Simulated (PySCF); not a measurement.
# SiH2OF (SMILES O[SiH]F): levels of theory compared

Wanted: a comparison of 6 runs (U-wB97X-V/STO-3G, UB3LYP/STO-3G, UMP2/STO-3G, NEVPT2(3,3)/STO-3G, UCISD/STO-3G, FCI/STO-3G) of SiH2OF. Input form: a Python script.

The calculation is run with PySCF 2.14.0.

5 further runs of the same task are left out: 2 that didn't finish, 3 set aside as unsound or not needed.

## 1. The molecule

The species is SiH2OF (5 atoms), meant as a doublet with charge 0. SMILES: `O[SiH]F`. The Si2–F3 distance was set to 4.489 Å, away from the relaxed value. At this shape a bond of the SMILES string is far longer than usual.

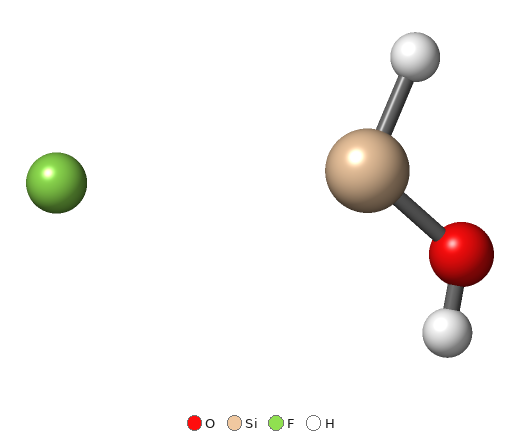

The structure, seen from a chosen angle (oxygen red, silicon light orange, fluorine green, hydrogen white).

## 2. A single-point energy at U-wB97X-V/STO-3G (run 1)

calc.py reads:

```python
from pyscf import gto, dft

mol = gto.M(
    atom='''
O     -0.900984    -6.436481     2.118118
Si     0.798069    -4.300523     3.572074
F      0.391173     3.111434    -0.534981
H     -2.694901    -6.210659     2.001522
H      3.452945    -5.223277     3.404455
''',
    verbose=4,
    spin=1,
    basis='sto-3g',
    max_memory=1860,
    unit='bohr',
)

mf = dft.UKS(mol, xc='wb97x-v')
mf.grids.level = 5
mf.nlcgrids.level = 1
mf.conv_tol = 1e-10
mf.kernel()
if not mf.converged:
    mf = mf.newton().run(mf.mo_coeff, mf.mo_occ)

e_tot = mf.e_tot
print('E(%s) = %.9f' % ('WB97X-V', e_tot))
```

Run with:

```
$ OMP_NUM_THREADS=1 python calc.py
```

Standard output:

```text
PySCF version 2.14.0

[... 83 lines left out ...]
WARN: HOMO 0.186168958732561 >= LUMO 0.186170929520843
[... 63 lines left out ...]
SCF not converged.
[... 68 lines left out ...]
WARN: NLC contribution in gen_response is NOT included
[... 15 lines left out ...]
WARN: NLC contribution in gen_response is NOT included
[... 15 lines left out ...]
WARN: NLC contribution in gen_response is NOT included
[... 15 lines left out ...]
WARN: NLC contribution in gen_response is NOT included
[... 3 lines left out ...]
WARN: NLC contribution in gen_response is NOT included

macro= 14  E= -459.627487813617  delta_E= -2.21725e-08  |g|= 2.39886e-05  1 KF 5 JK

WARN: NLC contribution in gen_response is NOT included

macro= 15  E= -459.627487831612  delta_E= -1.79947e-08  |g|= 6.79322e-06  2 KF 9 JK

WARN: NLC contribution in gen_response is NOT included

macro= 16  E= -459.627487819931  delta_E= 1.16815e-08  |g|= 6.79322e-06  1 KF 6 JK

WARN: NLC contribution in gen_response is NOT included

macro= 17  E= -459.627487819932  delta_E= -1.25056e-12  |g|= 3.05338e-06  1 KF 2 JK
Canonicalize SCF orbitals
macro X = 18  E=-459.627487819932  |g|= 3.05338e-06  total 27 KF 166 JK
converged SCF energy = -459.627487819932  <S^2> = 0.75000001  2S+1 = 2
E(WB97X-V) = -459.627487820
```

Run time: 3 min. Hardware: 1 thread of Arm Neoverse V1, shared host; peak memory 0.4 GiB.

## 3. The energy at UB3LYP/STO-3G (run 2)

job.py reads:

```python
from pyscf import gto, dft

molecule = gto.M(
    atom=[
    ('O', (-0.476780, -3.406039, 1.120860)),
    ('Si', (0.422320, -2.275739, 1.890260)),
    ('F', (0.207000, 1.646500, -0.283100)),
    ('H', (-1.426080, -3.286539, 1.059160)),
    ('H', (1.827220, -2.764039, 1.801560)),
],
    max_memory=1860,
    verbose=3,
    spin=1,
    basis='sto-3g',
)

mf = dft.UKS(molecule, xc='b3lyp')
mf.conv_tol = 1e-10
mf.grids.level = 5
mf.kernel()
if not mf.converged:
    mf = mf.newton().run(mf.mo_coeff, mf.mo_occ)

energy = mf.e_tot
print('Final energy', energy)
```

Run with:

```
$ OMP_NUM_THREADS=1 python job.py
```

Standard output:

```text
WARN: HOMO 0.080600972400462 >= LUMO 0.0806004040916439

WARN: HOMO 0.00753005975697845 >= LUMO 0.0075305266344883

WARN: HOMO 0.0294908187042532 >= LUMO 0.0295020921802436

WARN: HOMO -0.0486464847051472 >= LUMO -0.0486371650198914

SCF not converged.
SCF energy = -459.704857103764 after 50 cycles  <S^2> = 0.75000217  2S+1 = 2.0000022
converged SCF energy = -459.704922587719  <S^2> = 0.75000005  2S+1 = 2
Final energy -459.7049225877188
```

Run time: 38 s. Hardware: 1 thread of Arm Neoverse V1, shared host; peak memory 0.39 GiB.

Runs 3 to 5 aren't shown in full; the table further down has their settings and results.

## 4. A single-point energy at FCI/STO-3G (run 6)

input.py reads:

```python
from pyscf import gto, scf, mcscf

system = gto.M(
    atom='''
O   -0.476780  -3.406039   1.120860
Si   0.422320  -2.275739   1.890260
F    0.207000   1.646500  -0.283100
H   -1.426080  -3.286539   1.059160
H    1.827220  -2.764039   1.801560
''',
    spin=1,
    verbose=3,
    max_memory=1860,
    basis='sto-3g',
)

mf = scf.ROHF(system)
mf.conv_tol = 1e-10
mf.kernel()
if not mf.converged:
    mf = mf.newton().run(mf.mo_coeff, mf.mo_occ)

cas = mcscf.CASCI(mf, mf.mo_coeff.shape[-1] - 7, (system.nelec[0] - 7, system.nelec[1] - 7))  # full CI above the frozen core
cas.fix_spin_(ss=0.75)
cas.kernel()
e_tot = cas.e_tot
print(f'total energy: {e_tot:.8f} hartree')
```

Run with:

```
$ OMP_NUM_THREADS=1 python input.py
```

Standard output:

```text
converged SCF energy = -458.531779482027
CASCI E = -458.629554623843  E(CI) = -67.3136776288411  S^2 = 0.7500000
total energy: -458.62955462 hartree
```

Wall time 78 s (1 thread of Arm Neoverse V1, shared host); peak memory 0.55 GiB.

## 5. All runs side by side

| run | level | nlc grid | integration grid | energy (Eh) | dipole moment (D) of the reference | HOMO energy (eV) | LUMO energy (eV) | wall time |
| --- | --- | --- | --- | --- | --- | --- | --- | --- |
| 1 | U-wB97X-V/STO-3G | 1 | 5 | -459.627488 | 1.34 | -4.66 | 3.28 | 3 min |
| 2 | UB3LYP/STO-3G | – | 5 | -459.704923 | 1.44 | -2.06 | 0.05 | 38 s |
| 3 | UMP2/STO-3G | – | – | -458.603547 | 1.05 | -5.41 | 7.02 | 0.89 s |
| 4 | NEVPT2(3,3)/STO-3G | – | – | -458.607289 | 1.05 | – | – | 2 s |
| 5 | UCISD/STO-3G | – | – | -458.621694 | 1.05 | -5.41 | 7.02 | 0.99 s |
| 6 | FCI/STO-3G | – | – | -458.629555 | 1.05 | – | – | 78 s |

## 6. Outcome

| quantity | value |
| --- | --- |
| run 6: total energy | -458.62955 Eh |
| run 6: dipole moment (Hartree–Fock density) | 1.05 D |
| run 6: correlation energy (7 core orbitals frozen) | -97.8 mEh |

**Reading.** Against full CI in this basis: UMP2 +26.0 mEh; UCISD +7.9 mEh. Totals of different functionals can't be ranked against each other. In runs 1, 2, 3, 4, 5, 6 the basis is minimal, so the values are rough. All runs together took 5 min, the longest 3 min.
